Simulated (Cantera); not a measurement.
Feed: 1 mol SO2, 0.13 mol O2, at 1700000 Pa.

These are equilibrium values from Cantera (NASA tables, ideal gas, pure condensed phases), not measurements of a reactor. Candidate condensed phases: S; 17 gas species. Ions and electrons are included (thermal ionisation). Rates play no part.

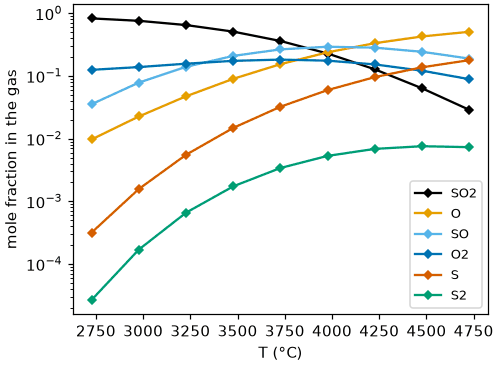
Figure: Equilibrium gas composition (values under 1e-9 drawn at 1e-9)

From 2727 °C to 4727 °C nothing is condensed.
